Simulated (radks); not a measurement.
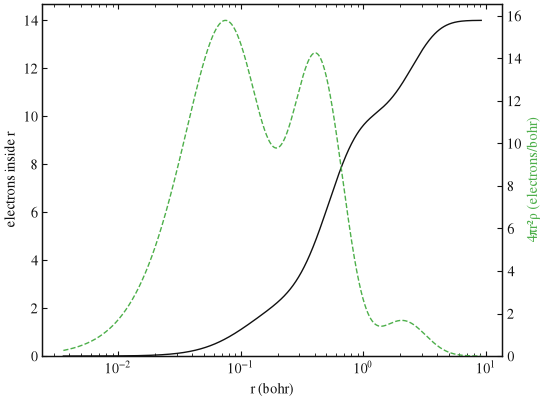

The number of electrons inside radius r (solid) and the radial density 4πr²ρ (dashed). The count levels off at 14 electrons. Half of them lie within 0.574 bohr, 90 % within 2.89 bohr and 99 % within 5.09 bohr. The radial density has minima at 0.195 and 1.40 bohr, where the count stands at 2.2 and 10.3; these part the shells that the density resolves.

**Atomic calculation for Si**

- system: atomic silicon (Si) in the configuration [Ne] 3p4.
- method: scalar-relativistic Kohn-Sham, PBEsol, spin-unpolarised, spherical densities, finite nucleus (the in-house radial solver radks)

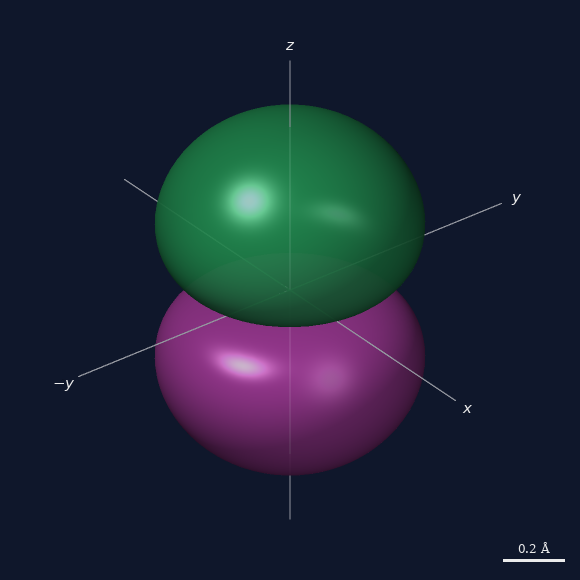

The 2p(z) orbital. The radial function comes from the spherical calculation and is multiplied by a real spherical harmonic; the overall sign is chosen so that the largest lobe of P(r) is positive; at the scalar-relativistic level it is the large component. The surface of constant |ψ| that holds about 95 % of the electron is drawn, green where ψ is positive and pink where it is negative. It has the nodal plane xy and no radial node. The maximum of P² lies at 0.388 bohr, ⟨r⟩ = 0.537 bohr, 90 % of the charge lies within 0.902 bohr, and the eigenvalue is −98.6 eV, with 6 electrons in the shell.

These pictures come from the run below.

**Input file**
```
Z 14
configuration [Ne] 3p4
relativity scalar-relativistic
functional pbe_sol,pbe_sol
spin unpolarised
nucleus finite rms 3.1224 fm
c 137.035999084
```

Energies in input and log are in hartree, lengths in bohr (the nuclear radius in fm).

**The program's output**
```
1s      1   2.0000         -65.62011283
2s      1   2.0000          -5.23057322
2p      1   6.0000          -3.62352831
3p      1   4.0000          -0.19006883
Etot -288.7936061673042
Ekin 289.44204243205814
Encl -688.9082820485917
Eh 130.67608266162557
Exc -20.003449212396212
err 1.6526044475820508e-09
it 13
```

**Orbitals**

| orbital | occupation | energy (eV) | ⟨r⟩ (bohr) | outer maximum (bohr) |
| --- | --- | --- | --- | --- |
| 1s | 2 | −1785.6 | 0.1114 | 0.0727 |
| 2s | 2 | −142.331 | 0.5683 | 0.455 |
| 2p | 6 | −98.601 | 0.5372 | 0.388 |
| 3p | 4 | −5.172 | 2.638 | 2.09 |

**Slater integrals of the outer shells (hartree)**

| integral | value |
| --- | --- |
| F0(3p,3p) | 0.3441 |
| F2(3p,3p) | 0.1716 |
| F0(3p,2p) | 0.4741 |
| F2(3p,2p) | 0.0665 |
| G0(3p,2p) | 0.0264 |
| G2(3p,2p) | 0.0254 |
| F0(3p,2s) | 0.4708 |
| G1(3p,2s) | 0.0205 |

**Summary**

- outcome: converged
- total energy: −288.793606 hartree
- kinetic energy: 289.442042 hartree
- electron–nucleus energy: −688.908282 hartree
- Hartree energy: 130.676083 hartree
- exchange–correlation energy: −20.003449 hartree
- radius at density 0.001 e/bohr³: 4.61 bohr
- SCF iterations: 13
- hardware: 1 CPU thread, shared host
